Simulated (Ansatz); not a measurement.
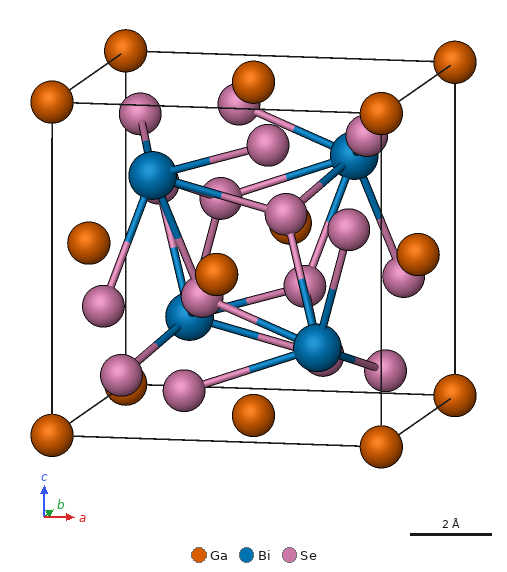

Starting structure of solid GaBiSe4 (a generated structure, set up in F-43m). Style: ball-and-stick. Shown: the conventional cell (4 times the calculation's cell), slightly off an axis. Lengths and directions refer to the drawn axes.

Computed with DFT PBE, scalar-relativistic, plane waves, PAW (Ansatz 0.2.0).

Input file:
```yaml
crystal:
  lattice:
    - [0.0, 4.1913711028, 4.1913711028]
    - [4.1913711028, 0.0, 4.1913711028]
    - [4.1913711028, 4.1913711028, 0.0]
  atoms:
    - { symbol: Ga, position: [0.0, 0.0, 0.0] }
    - { symbol: Bi, position: [0.25, 0.25, 0.25] }
    - { symbol: Se, position: [0.6274631205, 0.6274631205, 0.1176106386] }
    - { symbol: Se, position: [0.6274631205, 0.1176106386, 0.6274631205] }
    - { symbol: Se, position: [0.1176106386, 0.6274631205, 0.6274631205] }
    - { symbol: Se, position: [0.6274631205, 0.6274631205, 0.6274631205] }
basis:
  ecutwfc: 420
kpoints:
  mp_grid: { grid: [8, 8, 8] }
hamiltonian:
  xc: pbe
scf:
  occupations: { method: gaussian, width: 0.1 }
output:
  forces: true
  stress: true
  eigenvalues: true
  write_density: true
  write_potential: true
  elf: true
  volumetric_format: npy
relax:
  adjacent_minimum: "off"
  f_tol: 0.01
  max_steps: 80
  cell: { stress_tol: 0.05 }
```

Launched with:
```bash
ansatz run input.yaml --threads 1 --pin off --max-ram 2560MiB --backend cpu --events-out ev --progress --plain --runs-dir out
```

**What does the optimiser find from here?**

Over 2 accepted moves (3 points after the start) the energy falls by 3.8 meV per atom. Largest force component: 0.1 eV/Å at the start, 0.00072 eV/Å at the end. The pressure goes from −1.15 to 0.00 GPa. At 1 point the geometry stayed and the basis and grid were re-selected for the new cell (energy shift of 0.1 meV per atom at most each time). The largest moves relative to the cell, 0.025 Å, are those of Se3, Se4, Se5 and Se6. Se6 goes along [−1 1 −1]. Ga and Bi stay in place. The volume changes by −2.5 %, with a = b = c 8.383 → 8.313 Å (−0.8 %). Among the contacts that change: Bi2–Se3 3.482 → 3.448 Å. The space group stays F-43m (No. 216). The run took 2.7 min on 1 thread of AMD EPYC (Zen 3) (shared host), peak memory 0.55 GiB.

The structure at the end:

```
Ga Bi Se
1.0
     0.00000    4.15666    4.15666
     4.15666    0.00000    4.15666
     4.15666    4.15666    0.00000
Ga Bi Se
1 1 4
Direct
  0.00000 0.00000 0.00000
  0.25000 0.25000 0.25000
  0.62576 0.62576 0.12273
  0.62576 0.12273 0.62576
  0.12273 0.62576 0.62576
  0.62576 0.62576 0.62576
```
